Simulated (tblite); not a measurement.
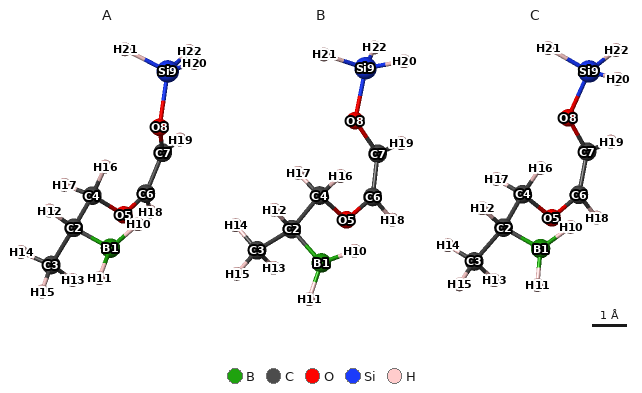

3 geometries from one relaxation of C₅H₁₃BO₂Si, in shuffled order. The picture is a ball-and-stick view, seen from a free direction.

Method: GFN2-xTB geometry optimisation, gas phase (tblite 0.8.0). 

Question: Put them in the order of the run, from the start to the converged end.

Answer: A, C, B. They are steps 0, 74, 187, at +0.757 eV, +0.032 eV relative to the last. Over 187 geometry steps the energy falls by 0.757 eV. The largest move after the best rigid fit is that of H18, 1.16 Å. By element the largest moves are H 1.16 Å, O 0.71 Å, Si 0.60 Å, C 0.57 Å, B 0.46 Å. Among the contacts that change: O8–Si9 1.707 → 1.621 Å, B1–H11 1.210 → 1.168 Å, C3–H13 1.115 → 1.087 Å, C2–C3 1.508 → 1.533 Å. Among the angles between lasting bonds that change: O8–Si9–H21 109.2° → 98.9°, C4–O5–C6 126.1° → 118.4°, H20–Si9–H21 106.0° → 113.6°. Groups turn about O8–Si9 by about 65°, O5–C6 by about 45°, C7–O8 by about 35°. The run took 2.8 s on 1 thread of Arm Neoverse N1 (shared host).
